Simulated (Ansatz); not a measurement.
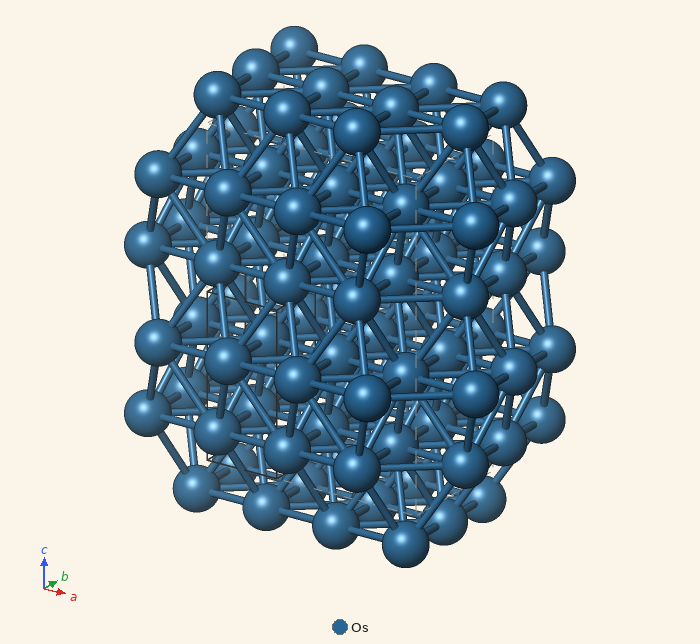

The compound is Os (space group P6_3/mmc, No. 194), taken as the geometry relaxed with Ansatz, DFT, LDA (PW92), plane waves (420 eV) with PAW, scalar-relativistic.

Bonds are taken as Os–Os below 3.1 Å. The graph is simplified in the usual way: terminal and isolated atoms are pruned, two-connected atoms become edges.

Q: What kind of net remains, and which atoms are its nodes?

A: A uninodal 12-connected, three-periodic net: Os is a 12-connected node.

Q: Does the net have a name?

A: It is the hcp net, known from hexagonal close packing.

Q: Is the net interpenetrated?

A: It is a single net, without interpenetration.

Q: Give the first eight terms of the coordination sequence (nodes one, two, three … edges away).

A: Os: 12, 44, 96, 170, 264, 380, 516, 674.

The simplified net, drawn on the atoms' positions. Nodes are coloured by element. Edges to nodes outside the piece are drawn as stubs.

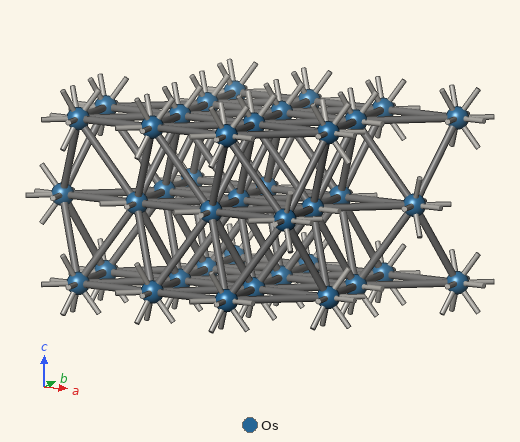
